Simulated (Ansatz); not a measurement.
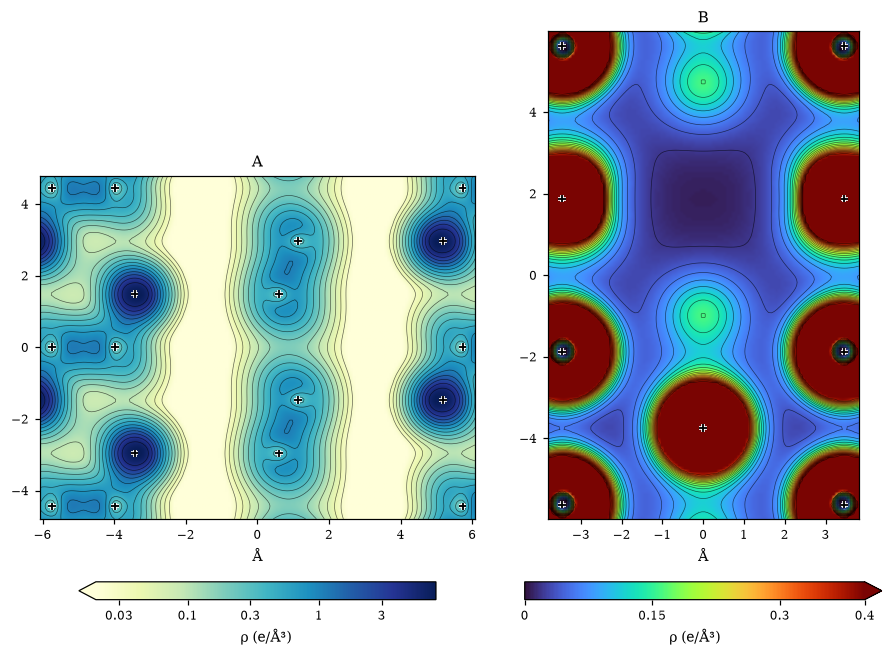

The valence pseudo-density of 2 systems, each on a plane through atoms (crosses mark nuclei in the plane).

Theory: DFT PBE, scalar-relativistic, plane waves, PAW (Ansatz 0.2.0).

System 1: Cs2Tl3W, the (110) plane of the conventional cell. Space group P6/mmm; started from the ScCo3B2_191 prototype, which need not be the ambient phase; computed without spin polarisation.

```yaml
crystal:
  lattice:
    - [6.49845, 0.00000, 0.00000]
    - [-3.24922, 5.62782, 0.00000]
    - [0.00000, 0.00000, 6.92449]
  atoms:
    - { symbol: Cs, position: [0.33333, 0.66667, 0.00000] }
    - { symbol: Cs, position: [0.66667, 0.33333, 0.00000] }
    - { symbol: Tl, position: [0.50000, 0.00000, 0.50000] }
    - { symbol: Tl, position: [0.50000, 0.50000, 0.50000] }
    - { symbol: Tl, position: [0.00000, 0.50000, 0.50000] }
    - { symbol: W, position: [0.00000, 0.00000, 0.00000] }
```

System 2: B2O, the (110) plane of the conventional cell. Space group P-3m1.

```
CELL_PARAMETERS angstrom
2.56475 0.00000 0.00000
-1.28238 2.22114 0.00000
0.00000 0.00000 11.45967
ATOMIC_POSITIONS crystal
B 0.00000 0.00000 0.42379
B 0.00000 0.00000 0.57621
B 0.66667 0.33333 0.02307
B 0.33333 0.66667 0.97693
O 0.66667 0.33333 0.37539
O 0.33333 0.66667 0.62461
```

### Match each panel to its system.

Panel A is system 2, B2O: the plane holds B and O. B–B (1.57 Å): ρ at the midpoint is about 1.1 e/Å³. Panel B is system 1, Cs2Tl3W: the plane holds Cs, Tl and W. Cs–W (3.75 Å): ρ is about 0.09 e/Å³ halfway.
